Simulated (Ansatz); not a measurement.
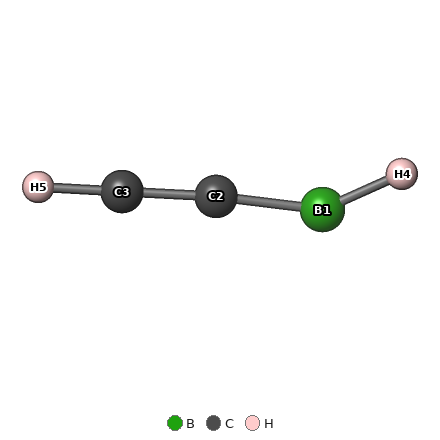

The system is C2H2B, SMILES B=C=[CH], spin multiplicity 2; the picture shows the grid point nearest to the relaxed geometry. Two internal coordinates are moved rigidly from the geometry relaxed at PBE0-D4/def2-TZVP, all others fixed. First axis: bond B1–C2. Second axis: bond C3–H5. Grid: 7 × 7 points. Points are written as (first, second). Energies: kJ/mol, counted from the lowest grid point. These are results of Ansatz 0.2.0, UHF-CCSD(T), frozen core/def2-TZVPP, not measurements.

Its coordinates:

```yaml
atoms:
  - { symbol: B, position_ang: [-1.2730, 0.5461, -0.0719] }
  - { symbol: C, position_ang: [0.0261, 0.0325, -0.0773] }
  - { symbol: C, position_ang: [1.1754, -0.3676, -0.1802] }
  - { symbol: H, position_ang: [-2.2466, 0.5628, 0.5965] }
  - { symbol: H, position_ang: [2.1998, -0.7262, -0.2685] }
```

Range: bond B1–C2 from 1.245 to 1.881 Å; bond C3–H5 from 0.959 to 1.279 Å.

**Predict the map.**

The lowest grid point is at (1.503 Å, 1.089 Å). The bottom of the well lies between grid points, at about (1.465 Å, 1.065 Å), about 3.3 kJ/mol lower on the interpolated surface. It is the only kind of minimum in the scanned range. The highest grid point, (1.881 Å, 1.279 Å), lies 195 kJ/mol above the lowest. Round the minimum the two coordinates are nearly uncoupled.

| bond C3–H5 ↓, bond B1–C2 → | 1.245 | 1.307 | 1.397 | 1.503 | 1.621 | 1.747 | 1.881 |
| --- | --- | --- | --- | --- | --- | --- | --- |
| 1.279 | 168 | 108 | 65 | 59 | 85 | 134 | 195 |
| 1.211 | 140 | 79 | 36 | 30 | 57 | 105 | 167 |
| 1.148 | 120 | 59 | 16 | 10 | 37 | 86 | 147 |
| 1.089 | 109 | 49 | 6 | 0 | 27 | 75 | 137 |
| 1.036 | 110 | 50 | 7 | 1 | 27 | 76 | 137 |
| 0.990 | 121 | 60 | 17 | 12 | 38 | 87 | 148 |
| 0.959 | 135 | 74 | 32 | 26 | 52 | 101 | 162 |

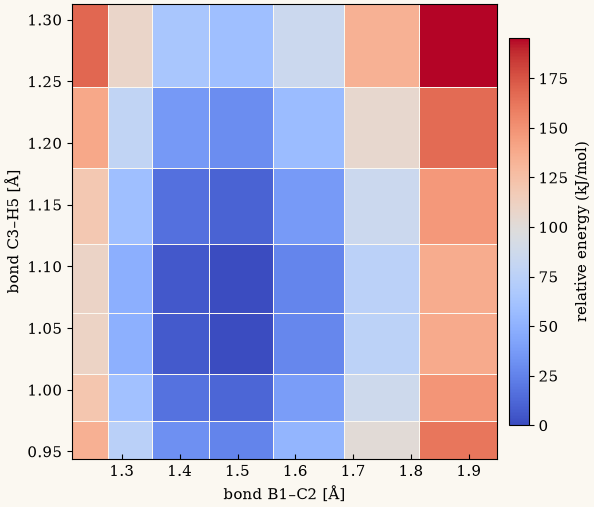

Drawn: one coloured cell a grid point.
